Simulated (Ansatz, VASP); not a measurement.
# GaN: VASP beside Ansatz, part 2 of 2

Aim: how closely do two programs agree when they are given the same cell, functional and k mesh?

VASP 6.6.1 and Ansatz 0.2.0.

So far. Step 2 (VASP: band structure, PBE): The run ends at a pressure of 3.13 GPa, with forces up to 0.0048 eV/Å.

The database entry behind the starting cell differs from later determinations by our own check (thin film, about 0.3 % long), so it need not match the best structure at ambient conditions.

## 5. Ansatz: band structure, LDA, spin-orbit coupling

Level of this step: Ansatz beside VASP: Kohn-Sham DFT, plane waves, LDA, spin-orbit coupling (Ansatz).

Levels along a path test the potential and the projectors away from the mesh points.

Input file input.yaml:

```yaml
crystal:
  lattice:
    - [3.1972, 0.0, 0.0]
    - [-1.5986, 2.768856421, 0.0]
    - [0.0, 0.0, 5.207]
  atoms:
    - { symbol: Ga, position: [0.3333333333, 0.6666666667, 0.0916875968] }
    - { symbol: Ga, position: [0.6666666667, 0.3333333333, 0.5916875968] }
    - { symbol: "N", position: [0.3333333333, 0.6666666667, 0.4683124032] }
    - { symbol: "N", position: [0.6666666667, 0.3333333333, 0.9683124032] }
hamiltonian:
  xc: lda
  pseudopotentials: { kind: paw_fr }
magnetization:
  noncollinear: true
  spin_orbit: true
kpoints:
  mp_grid: { grid: [8, 8, 4] }
  band_path:
    path:
      - [0.0, 0.0, 0.0]
      - [0.16667, 0.0, 0.0]
      - [0.33333, 0.0, 0.0]
      - [0.5, 0.0, 0.0]
      - [0.46296, 0.07407, 0.0]
      - [0.40741, 0.18519, 0.0]
      - [0.35185, 0.2963, 0.0]
      - [0.2963, 0.2963, 0.0]
      - [0.18519, 0.18519, 0.0]
      - [0.07407, 0.07407, 0.0]
      - [0.0, 0.0, 0.0]
      - [0.0, 0.0, 0.16667]
      - [0.0, 0.0, 0.33333]
      - [0.0, 0.0, 0.5]
      - [0.11111, 0.0, 0.5]
      - [0.33333, 0.0, 0.5]
      - [0.5, 0.0, 0.5]
      - [0.46296, 0.07407, 0.5]
      - [0.40741, 0.18519, 0.5]
      - [0.35185, 0.2963, 0.5]
      - [0.2963, 0.2963, 0.5]
      - [0.18519, 0.18519, 0.5]
      - [0.07407, 0.07407, 0.5]
      - [0.5, 0.0, 0.5]
      - [0.5, 0.0, 0.33333]
      - [0.5, 0.0, 0.16667]
      - [0.5, 0.0, 0.0]
      - [0.33333, 0.33333, 0.11111]
      - [0.33333, 0.33333, 0.27778]
      - [0.33333, 0.33333, 0.5]
    npoints: 1
scf:
  occupations: { method: gaussian, width: 0.03 }
  n_extra_bands: 16
output:
  forces: true
  stress: true
  eigenvalues: true
  write_density: true
  write_potential: true
  elf: true
  volumetric_format: npy
```

Run with:

```console
$ ansatz run input.yaml --threads 2 --pin off --max-ram 4608MiB --backend cpu --events-out ev --progress --plain --runs-dir out
```

Numbers of over 12 decimals in the logs are rounded to 6 here.

Log:

```text
[...]
non-collinear run that drives no moment, with spin-orbit: no starting moment large enough to seed its density (crystal.atoms[].spin), no starting occupations that ask for one, no magnetisation constraint and no magnetic field, so the semilocal B_xc is pinned to zero
Crystal: 4 atoms, lattice volume = 46.095 Å³
Basis set: ecut = 420 eV, 917 PW (Γ)
[...]
k-point 1: bands = [... 32 lower, 9.0265, 9.0265, 9.0381, 9.0381, 12.2250, 12.2250, 13.3921, 13.3921, ... 12 higher]
  k-point 2: bands = [... 32 lower, 8.6702, 8.6702, 8.6702, 8.6702, 13.3150, 13.3150, 13.3150, 13.3150, ... 12 higher]
  k-point 29: bands = [... 32 lower, 7.6761, 7.6761, 7.6880, 7.6880, 15.0530, 15.0530, 15.0775, 15.0775, ... 12 higher]
[key lines of the parts left out:]
SCF converged after 8 iterations
Magnetization: |M| = 0.0000 μB,  M = (+0.0000, +0.0000, +0.0000) μB
Free energy (F): -8164.288671 eV
Fermi energy:    10.118101 eV
P = ⅓ Tr σ = -7.7685 GPa (-77.685 kbar)
```

Wall time 26 s (2 threads of Arm Neoverse V1, shared host); peak memory 0.5 GiB.

## 6. VASP: band structure, LDA, spin-orbit coupling

The same cell, functional (in two slightly different forms), mesh and smearing now go to VASP, with its own data sets and cutoff.

Input file INCAR:

```
SYSTEM = GaN
PREC = Accurate
ENCUT = 460
EDIFF = 1E-06
NELM = 100
ISMEAR = 0
SIGMA = 0.03
LREAL = .FALSE.
ALGO = Normal
GGA = CA
LNONCOLLINEAR = .TRUE.
MAGMOM = 0 0 0 0 0 0 0 0 0 0 0 0
NBANDS = 48
GGA_COMPAT = .FALSE.
LASPH = .TRUE.
LSORBIT = .TRUE.
LORBIT = 11
LWAVE = .FALSE.
LCHARG = .FALSE.
KPAR = 8
```

Input file POSCAR:

```
GaN
1.0
    3.1972000000      0.0000000000      0.0000000000
   -1.5986000000      2.7688564210      0.0000000000
    0.0000000000      0.0000000000      5.2070000000
Ga N
2 2
Direct
    0.3333333333      0.6666666667      0.0916875968
    0.6666666667      0.3333333333      0.5916875968
    0.3333333333      0.6666666667      0.4683124032
    0.6666666667      0.3333333333      0.9683124032
```

Input file KPOINTS:

```
Automatic mesh
0
Gamma
8 8 4
0 0 0
```

Input file KPOINTS_OPT:

```
Line mode
10
Line-mode
Reciprocal
  0.00000000   0.00000000   0.00000000 GAMMA
  0.50000000   0.00000000   0.00000000 M

  0.50000000   0.00000000   0.00000000 M
  0.33333333   0.33333333   0.00000000 K

  0.33333333   0.33333333   0.00000000 K
  0.00000000   0.00000000   0.00000000 GAMMA

  0.00000000   0.00000000   0.00000000 GAMMA
  0.00000000   0.00000000   0.50000000 A

  0.00000000   0.00000000   0.50000000 A
  0.50000000   0.00000000   0.50000000 L

  0.50000000   0.00000000   0.50000000 L
  0.33333333   0.33333333   0.50000000 H

  0.33333333   0.33333333   0.50000000 H
  0.00000000   0.00000000   0.50000000 A

  0.50000000   0.00000000   0.50000000 L
  0.50000000   0.00000000   0.00000000 M

  0.33333333   0.33333333   0.00000000 K
  0.33333333   0.33333333   0.50000000 H
```

Potentials, in the order of the species: Ga_d and N (LDA family, release 64).

Run with:

```console
$ mpirun -np 8 vasp_ncl
```

Log:

```text
[banner, memory and clock lines left out]
running    8 mpi-ranks, on    1 nodes
[...]
[... a notice as in an earlier step ...]

 LDA part: xc-table for (Slater(with rela. corr.)+CA(PZ))
 , standard interpolation
 POSCAR, INCAR and KPOINTS ok, starting setup
[...]
entering main loop
       N       E                     dE             d eps       ncg     rms          rms(c)
DAV:   1     0.373566642992E+03    0.37357E+03   -0.15102E+04  4408   0.259E+03
DAV:   2     0.428121736142E+02   -0.33075E+03   -0.30863E+03  3920   0.669E+02
DAV:   3    -0.268582298206E+02   -0.69670E+02   -0.67593E+02  4424   0.205E+02
DAV:   4    -0.317572799273E+02   -0.48991E+01   -0.48526E+01  4976   0.577E+01
[...]
DAV:  13    -0.278890394105E+02   -0.24910E-05   -0.75044E-05  4160   0.842E-02    0.315E-02
DAV:  14    -0.278890356345E+02    0.37760E-05   -0.18365E-05  5312   0.546E-02    0.609E-03
DAV:  15    -0.278890350248E+02    0.60977E-06   -0.56002E-06  4736   0.382E-02
   1 F= -.27889035E+02 E0= -.27889035E+02  d E =-.166318E-21  mag=    -0.0000     0.0000    -0.0000
 Start KPOINTS_OPT (optional k-point list driver)
k-point batch [1-40\90]
       N       E                     dE             ncg
DAV:   1     0.881272251827E+04   -0.17652E+05     4504
DAV:   2    -0.426656286790E+04   -0.13079E+05     3920
DAV:   3    -0.689385119602E+04   -0.26273E+04     4576
DAV:   4    -0.706768698789E+04   -0.17384E+03     4616
DAV:   5    -0.707352181159E+04   -0.58348E+01     4816
DAV:   6    -0.707367932512E+04   -0.15751E+00     5152
DAV:   7    -0.707368392294E+04   -0.45978E-02     5160
DAV:   8    -0.707368398062E+04   -0.57679E-04     5056
DAV:   9    -0.707368398161E+04   -0.98776E-06     3032
[...]
k-point batch [81-90\90]
       N       E                     dE             ncg
DAV:   1     0.368834371262E+05   -0.12052E+05     1104
DAV:   2     0.336563590639E+05   -0.32271E+04      960
DAV:   3     0.330066940861E+05   -0.64966E+03     1080
DAV:   4     0.329617440587E+05   -0.44950E+02     1256
DAV:   5     0.329608167659E+05   -0.92729E+00     1064
DAV:   6     0.329607762642E+05   -0.40502E-01     1392
DAV:   7     0.329607752941E+05   -0.97011E-03     1208
DAV:   8     0.329607752840E+05   -0.10113E-04     1312
DAV:   9     0.329607752839E+05   -0.14055E-06      712
```

OUTCAR, selected parts (step 6):

```text
  Total       -2.0622473     -2.0622473     -1.9808767      0.0000000      0.0000000     -0.0000000
  in kB      -71.6792601    -71.6792601    -68.8509915      0.0000000      0.0000000     -0.0000000
  external PRESSURE =     -70.7365039 kB  Pullay stress =       0.0000000 kB

 POSITION                                       TOTAL-FORCE (eV/Angst)
 -----------------------------------------------------------------------------------
     -0.00000      1.84590      0.47742         0.000000     -0.000000     -0.002965
      1.59860      0.92295      3.08092         0.000000      0.000000     -0.002965
     -0.00000      1.84590      2.43850         0.000000      0.000000      0.002965
      1.59860      0.92295      5.04200        -0.000000     -0.000000      0.002965
 -----------------------------------------------------------------------------------
    total drift:                               -0.000000      0.000000      0.001243

  FREE ENERGIE OF THE ION-ELECTRON SYSTEM (eV)
  ---------------------------------------------------
  free  energy   TOTEN  =       -27.8890350248 eV

  energy  without entropy=      -27.8890350248  energy(sigma->0) =      -27.88903502

 magnetization (x)
# of ion       s       p       d       tot
------------------------------------------
    1       -0.000   0.000  -0.000  -0.000
    2        0.000   0.000   0.000   0.000
    3        0.000   0.000   0.000   0.000
    4        0.000   0.000   0.000   0.000
--------------------------------------------------
tot          0.000   0.000   0.000   0.000

 magnetization (y)
# of ion       s       p       d       tot
------------------------------------------
    1       -0.000   0.000   0.000  -0.000
    2        0.000   0.000   0.000   0.000
    3        0.000   0.000   0.000   0.000
    4        0.000   0.000   0.000   0.000
--------------------------------------------------
tot         -0.000   0.000   0.000   0.000

 magnetization (z)
# of ion       s       p       d       tot
------------------------------------------
    1        0.000   0.000   0.000   0.000
    2        0.000   0.000   0.000   0.000
    3       -0.000  -0.000   0.000  -0.000
    4       -0.000   0.000   0.000  -0.000
--------------------------------------------------
tot         -0.000   0.000   0.000  -0.000

[... 1 part as in an earlier step ...]

[... 2 further parts left out ...]
[key lines of the parts left out:]
E-fermi :   5.1635
```

The run ends at a pressure of -7.07 GPa, with forces up to 0.0030 eV/Å.

## 7. Side by side

What differs besides the data sets and the points named for the pairs above, as far as they apply: spin-orbit coupling enters by fully relativistic files in Ansatz and inside the spheres in VASP; the two LDA forms differ slightly; Ansatz makes its cores anew for this functional, VASP keeps those of its LDA data sets. Total energies have different zeros and are not compared.

Both answers:

| quantity | Ansatz | VASP | difference |
| --- | --- | --- | --- |
| pressure (GPa) | -7.77 | -7.07 | -0.69 |
| gap over the path points (eV) | 1.847 | 1.864 | -0.017 |

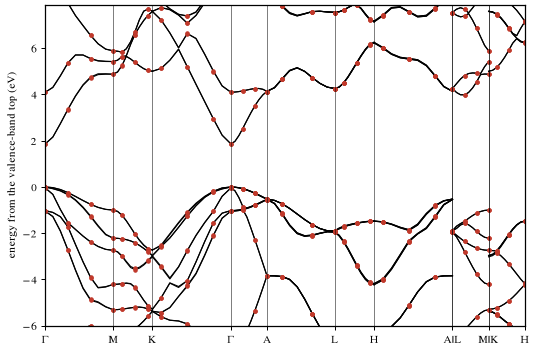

Bands from VASP (lines) and levels from Ansatz (dots). Dots without a line are higher empty bands that the VASP plot leaves out.

Levels at points of the path, from each program's valence-band top (eV; 8 filled, then empty):

| k (reciprocal lattice) | Ansatz | VASP |
| --- | --- | --- |
| 0.000 0.000 0.000 | -1.02 -1.02 -0.05 -0.05 -0.01 -0.01 0.00 0.00 1.85 1.85 4.08 4.08 8.98 8.98 | -1.02 -1.02 -0.05 -0.05 -0.01 -0.01 0.00 0.00 1.86 1.86 4.10 4.10 8.99 8.99 |
| 0.167 0.000 0.000 | -1.74 -1.72 -1.55 -1.54 -0.34 -0.32 -0.25 -0.24 3.34 3.35 5.34 5.36 7.94 7.95 | -1.73 -1.72 -1.55 -1.54 -0.34 -0.32 -0.25 -0.24 3.35 3.36 5.36 5.37 7.94 7.95 |
| 0.333 0.000 0.000 | -3.92 -3.91 -2.38 -2.38 -1.29 -1.25 -0.76 -0.75 4.71 4.75 5.54 5.55 6.55 6.56 | -3.92 -3.90 -2.38 -2.38 -1.29 -1.25 -0.76 -0.75 4.72 4.75 5.54 5.55 6.55 6.56 |
| 0.500 0.000 0.000 | -4.21 -4.21 -2.74 -2.74 -2.21 -2.21 -1.00 -1.00 4.88 4.88 5.41 5.41 5.89 5.89 | -4.21 -4.21 -2.74 -2.74 -2.22 -2.22 -1.00 -1.00 4.88 4.88 5.42 5.42 5.88 5.88 |
| 0.463 0.074 0.000 | -4.18 -4.18 -3.00 -2.98 -2.24 -2.24 -1.22 -1.22 5.24 5.25 5.62 5.63 5.83 5.83 | -4.18 -4.18 -3.00 -2.98 -2.24 -2.24 -1.22 -1.22 5.24 5.25 5.63 5.63 5.83 5.83 |
| 0.407 0.185 0.000 | -4.35 -4.34 -3.58 -3.52 -2.42 -2.41 -2.04 -2.04 5.39 5.39 6.59 6.59 6.70 6.71 | -4.35 -4.34 -3.58 -3.53 -2.42 -2.41 -2.04 -2.04 5.38 5.39 6.60 6.60 6.71 6.72 |
| 0.352 0.296 0.000 | -5.14 -5.13 -3.20 -3.17 -2.81 -2.79 -2.68 -2.67 5.04 5.04 7.41 7.41 7.67 7.68 | -5.14 -5.13 -3.20 -3.17 -2.81 -2.79 -2.68 -2.67 5.03 5.03 7.42 7.42 7.69 7.69 |
| 0.296 0.296 0.000 | -4.80 -4.79 -3.48 -3.43 -2.58 -2.57 -2.54 -2.51 5.13 5.14 7.20 7.21 7.74 7.74 | -4.80 -4.79 -3.48 -3.44 -2.58 -2.57 -2.54 -2.51 5.12 5.13 7.22 7.22 7.75 7.76 |
| 0.185 0.185 0.000 | -4.06 -4.06 -2.76 -2.75 -1.26 -1.26 -1.12 -1.09 5.18 5.19 6.63 6.63 7.07 7.07 | -4.05 -4.05 -2.76 -2.75 -1.26 -1.26 -1.12 -1.08 5.19 5.21 6.63 6.63 7.08 7.08 |
| 0.074 0.074 0.000 | -1.55 -1.55 -1.06 -1.05 -0.22 -0.20 -0.19 -0.18 2.92 2.93 4.99 5.00 8.57 8.58 | -1.55 -1.55 -1.06 -1.04 -0.22 -0.20 -0.19 -0.18 2.94 2.94 5.00 5.01 8.57 8.58 |

Among the levels compared (up to four filled and three empty ones at each point), filled levels agree within 6 meV and empty ones within 17 meV. Ansatz's pressure holds a Pulay correction of 0.64 GPa; VASP's holds none.

## 8. VASP: dielectric response, LDA

The response to a field tests empty states and converges slowly with the mesh.

Input file INCAR:

```
SYSTEM = GaN
PREC = Accurate
ENCUT = 460
EDIFF = 1E-08
NELM = 100
ISMEAR = 0
SIGMA = 0.01
LREAL = .FALSE.
ALGO = Normal
GGA = CA
NBANDS = 24
LORBIT = 11
LWAVE = .FALSE.
LCHARG = .FALSE.
KPAR = 8
LEPSILON = .TRUE.
LPEAD = .TRUE.
```

POSCAR is that of step 6.

Input file KPOINTS:

```
Automatic mesh
0
Gamma
10 10 6
0 0 0
```

Run with:

```console
$ mpirun -np 8 vasp_std
```

Log:

```text
[... set-up lines as in an earlier step ...]
 entering main loop
       N       E                     dE             d eps       ncg     rms          rms(c)
DAV:   1     0.256448340334E+03    0.25645E+03   -0.16965E+04  2824   0.257E+03
DAV:   2    -0.113333579561E+01   -0.25758E+03   -0.24681E+03  3064   0.487E+02
DAV:   3    -0.310244970459E+02   -0.29891E+02   -0.29646E+02  3096   0.135E+02
DAV:   4    -0.318636217667E+02   -0.83912E+00   -0.83791E+00  3472   0.254E+01
[...]
DAV:  20    -0.278781499630E+02    0.40130E-06   -0.13847E-06  4568   0.113E-02    0.209E-03
DAV:  21    -0.278781499686E+02   -0.55870E-08   -0.17086E-07  3848   0.305E-03    0.183E-04
DAV:  22    -0.278781499749E+02   -0.62391E-08   -0.13422E-08  1968   0.821E-04
   1 F= -.27878150E+02 E0= -.27878150E+02  d E =-.101102E-22
 Linear response reoptimize wavefunctions to high precision
DAV:   1    -0.278781499768E+02   -0.19754E-08   -0.18637E-09  1552   0.330E-04
DAV:   2    -0.278781499769E+02   -0.64574E-10   -0.29952E-10  1392   0.138E-04
 Linear response to external field (no local field effect), progress :
[...]
RMM:  11    -0.640400315687E+00   -0.47093E-06    0.51509E-08 16022   0.290E-04    0.158E-05
RMM:  12    -0.640401514481E+00   -0.11988E-05    0.13797E-07 11695   0.105E-04    0.454E-06
 change of polarisation eV/A/(eV/A) component  2 :    -0.186     1.214    -0.000
 dielectric tensor                  component  2 :    -0.731     5.766    -0.000
 Linear response to external field, progress :
  Direction:   3
       N       E                     dE             d eps       ncg     rms          rms(c)
RMM:   1    -0.110211750040E+00   -0.11021E+00    0.34729E+00  2287   0.927E+00
RMM:   2    -0.645196404528E+00   -0.53498E+00   -0.11789E-01  3215   0.203E+00    0.124E+00
RMM:   3    -0.643310945318E+00    0.18855E-02   -0.25692E-02  4665   0.828E-01    0.706E-01
RMM:   4    -0.661037543103E+00   -0.17727E-01   -0.13140E-02  5400   0.735E-01    0.511E-02
[...]
RMM:  10    -0.662461652297E+00    0.46235E-05   -0.42780E-07  5462   0.672E-04    0.938E-05
RMM:  11    -0.662462243394E+00   -0.59110E-06   -0.21397E-07  5292   0.244E-04    0.142E-05
RMM:  12    -0.662463538304E+00   -0.12949E-05   -0.55262E-08  3265   0.831E-05    0.300E-06
 change of polarisation eV/A/(eV/A) component  3 :    -0.137    -0.104     1.258
 dielectric tensor                  component  3 :    -0.536    -0.407     5.939
 Born effective charges drift removed
```

OUTCAR, selected parts (step 8):

```text
  Total       -2.1711322     -2.1711322     -2.0840199      0.0000000      0.0000000     -0.0000000
  in kB      -75.4638620    -75.4638620    -72.4360262      0.0000000      0.0000000     -0.0000000
  external PRESSURE =     -74.4545834 kB  Pullay stress =       0.0000000 kB

 POSITION                                       TOTAL-FORCE (eV/Angst)
 -----------------------------------------------------------------------------------
     -0.00000      1.84590      0.47742         0.000000      0.000000     -0.003304
      1.59860      0.92295      3.08092        -0.000000     -0.000000     -0.003304
     -0.00000      1.84590      2.43850        -0.000000      0.000000      0.003304
      1.59860      0.92295      5.04200         0.000000     -0.000000      0.003304
 -----------------------------------------------------------------------------------
    total drift:                               -0.000000      0.000000      0.001240

 MACROSCOPIC STATIC DIELECTRIC TENSOR (including local field effects in DFT)
 ------------------------------------------------------
           5.768074    -0.000000     0.000000
          -0.000000     5.768074     0.000000
          -0.000000     0.000000     5.939333
 ------------------------------------------------------

[... 1 part as in an earlier step ...]

[... 1 further part left out ...]
```

## 9. Ansatz: dielectric response, LDA

The same cell, functional (in two slightly different forms) and mesh now go to Ansatz, which takes its cutoff from its data sets.

Input file input.yaml:

```yaml
crystal:
  lattice:
    - [3.1972, 0.0, 0.0]
    - [-1.5986, 2.768856421, 0.0]
    - [0.0, 0.0, 5.207]
  atoms:
    - { symbol: Ga, position: [0.3333333333, 0.6666666667, 0.0916875968] }
    - { symbol: Ga, position: [0.6666666667, 0.3333333333, 0.5916875968] }
    - { symbol: "N", position: [0.3333333333, 0.6666666667, 0.4683124032] }
    - { symbol: "N", position: [0.6666666667, 0.3333333333, 0.9683124032] }
hamiltonian:
  xc: lda
  pseudopotentials: { kind: paw }
kpoints:
  mp_grid: { grid: [10, 10, 6] }
scf:
  occupations: { method: fixed }
dielectric:
  method: response
```

Run with:

```console
$ ansatz run input.yaml --threads 2 --pin off --max-ram 4608MiB --backend cpu --events-out ev --progress --plain --runs-dir out
```

Log:

```text
[...]
Crystal: 4 atoms, lattice volume = 46.095 Å³
Basis set: ecut = 420 eV, 917 PW (Γ), exchange–correlation on 48×48×72 points (8 copies of the dense FFT grid, shifted against one another)
Bands: 22, of which v1, the nominal top of the filled ones, is band 18 counted from 1 (17 counted from 0)
Symmetry: 12 space group operations
k-points: 172 of 600 (irreducible under 2 space group operations, time reversal used)
[...]
0.00000    2.60699   -0.00000
[...]
site 2:
[...]
-0.00000   -0.00000   -2.74553
    site 3:
        -2.60699   -0.00000   -0.00000
        -0.00000   -2.60699    0.00000
         0.00000   -0.00000   -2.74553
  Z* charge neutrality: 1.906e-3 e pre-enforcement
  solved inside a basis spanned on kpoints, on 14×14×8 k-points, its susceptibility summed on 18×18×10: ε∞ is read to err by 2.1e-2, Z* by 1.5e-2 e (field_mesh: kpoints solves on kpoints); Z* is corrected for what the basis lacks
[key lines of the parts left out:]
SCF converged after 9 iterations
Free energy (F): -8164.142015 eV
Fermi energy:    9.190824 eV
```

Run time: 3.4 min. Hardware: 2 threads; peak memory 1.4 GiB; 4.9 min of CPU time.

## 10. Differences

What differs besides the data sets and the points named for the pairs above, as far as they apply: VASP's response is taken on the typed mesh, Ansatz refines its own for the field response alone. Total energies have different zeros and are not compared.

Compared:

| quantity | Ansatz | VASP | difference |
| --- | --- | --- | --- |
| ε∞ xx | 5.85 | 5.77 | +1.40 % |
| ε∞ yy | 5.85 | 5.77 | +1.40 % |
| ε∞ zz | 6.02 | 5.94 | +1.37 % |
| Born charge of Ga1 (mean of the diagonal) (e) | 2.65 | 2.64 | +0.01 |
| Born charge of N3 (mean of the diagonal) (e) | -2.65 | -2.64 | -0.01 |

## 11. Results

```json
{
 "difference in gap over the path points (band structure, PBE)": "-0.0076 eV",
 "difference in gap over the path points (band structure, LDA, spin-orbit coupling)": "-0.017 eV",
 "difference in pressure (band structure, LDA, spin-orbit coupling)": "-0.69 GPa",
 "difference in ε∞ xx (dielectric response, LDA)": "1.4 %"
}
```

What this shows: The difference in pressure is -0.69 GPa (band structure, LDA, spin-orbit coupling), within the 1 GPa picked in this series as the mark of a large difference. 4 further runs on this material are not shown. How closely two codes agree says nothing of how well the functional describes the real material.

[Lines on the potential files, build, host, timing and source positions are cut from VASP's logs without a mark.]

[Logs are printed without paths, hosts, clocks, repeated set-up lines and the standing remarks that a program may print on its own settings, such as how far it seeks lower states.]

[Hosts, paths, dates, database ids (printed as entryN), source tags and the programs' standing remarks are cut or masked in the printed files.]
